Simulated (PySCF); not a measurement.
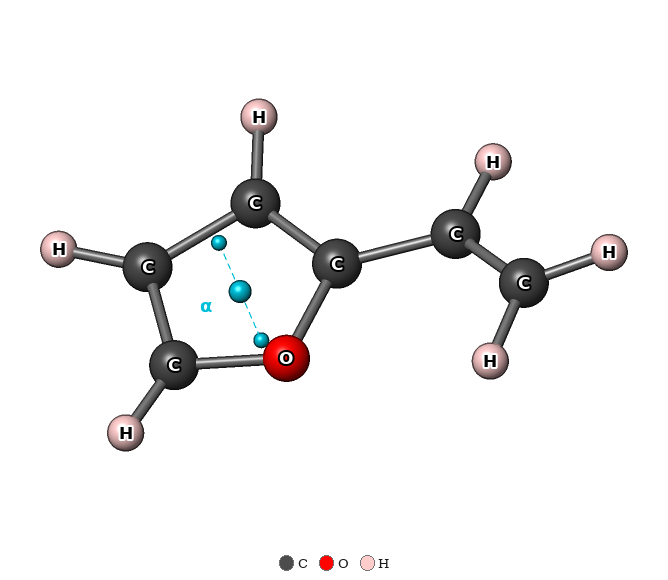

The small points mark where nucleus-independent chemical shifts (NICS) were computed: at the centre of each lettered ring and 1 Å above and below it. Geometry: a frame of a GFN2-xTB molecular-dynamics simulation, not a minimum. Level of theory: GIAO PBE0/pcSseg-1 NMR shielding, non-relativistic, gas phase (PySCF 2.14.0).

Give NICS(0), NICS(1) and the out-of-plane component NICS(1)zz for each ring (means of the two sides).

```
ring  members  NICS(0)  NICS(1)  NICS(1)zz
   α      C4O    −10.8     −9.8      −24.8
```

Values in ppm.

What do the values say about the ring currents?

Answer. Ring α: diatropic, as in an aromatic ring. NICS is one index among several.
